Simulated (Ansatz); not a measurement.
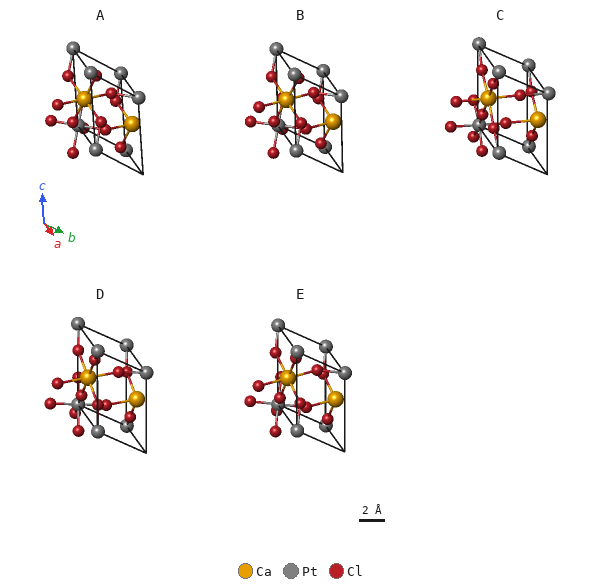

5 geometries from one relaxation of crystalline CaPtCl₆ (built on the MgZrF6-225 type type), in shuffled order. Style: ball-and-stick. Shown: the cell of the calculation, reduced to other axes, slightly off an axis. Lengths and directions refer to the drawn axes.

Case: shaken.

Level of theory: DFT, PBEsol, plane waves, PAW (Ansatz). (plane-wave cutoff 420 eV; k-point mesh 4 × 4 × 4; occupations fermi dirac; smearing width 0.05 eV; no spin polarisation; cell and atoms relaxed; force threshold 0.01 eV/Å; at most 120 steps)

**Order the frames from highest to lowest energy.**

C, D, E, B, A. They are steps 0, 3, 5, 8, 13, at +168 meV per atom, +118 meV per atom, +70.5 meV per atom, +10.4 meV per atom relative to the last. After 12 accepted moves (13 points after the start) the energy has fallen by 168 meV per atom. The largest force component goes from 2 to 0.00021 eV/Å. The pressure goes from 0.07 to 0.00 GPa. At 1 point the geometry stayed and the basis and grid were re-selected for the new cell (energy shift of 0.3 meV per atom at most each time). A Cl atom moves most relative to the cell: 1.13 Å roughly along [1 1 1]. By element the largest moves are Cl 1.13 Å, Ca 0.10 Å, Pt 0.07 Å. Cell: a 6.989 → 6.183 Å (−11.5 %), b 7.038 → 6.764 Å (−3.9 %), c 7.052 → 6.764 Å (−4.1 %), α 119.6° → 125.6°, β 90.5° → 90.0°, γ 119.4° → 117.2°. Volume −23.3 %. Among the contacts that change: Ca–Cl 2.521 → 2.765 Å, Ca–Cl 2.655 → 2.765 Å, Cl–Pt 2.398 → 2.321 Å, Cl–Pt 2.246 → 2.321 Å. Bond angles that change, for instance: Ca–Cl–Pt 177.3° → 128.4°, Ca–Cl–Pt 175.2° → 128.4°, Ca–Cl–Pt 174.3° → 128.4°. The space group (tolerance 0.01 Å) goes from P1 (No. 1) to R-3 (No. 148).
